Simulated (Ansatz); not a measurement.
Take SnO$_{2}$ in the rutile structure (space group P4_2/mnm, No. 136; a = 4.760 Å, c = 3.201 Å) as the base.

Now apply this change: a fraction x = 0.25 of the Sn sites is given to Si, ordered in a cell of 12 atoms (starting symmetry Cmmm) and fully relaxed.

The values are results of r2SCAN in Ansatz (plane waves to 500 eV, PAW, spin-orbit coupling left out), not measurements.

The zone is the changed cell's own and can be folded.

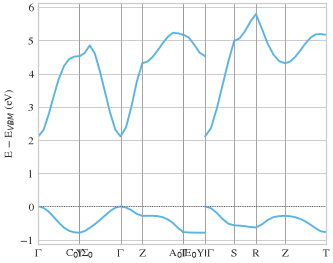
Highest valence and lowest conduction band along the path of the changed cell's own zone

Question: Read the changed gap and its character from the plot.

Answer: About 2.1 eV, direct at Γ.

These are small ordered cells, not random alloys; other orderings at the same x differ. Whether these cells are dynamically stable was not tested. k-point labels follow each cell's own Brillouin zone.

Ansatz is a program for electronic structure.
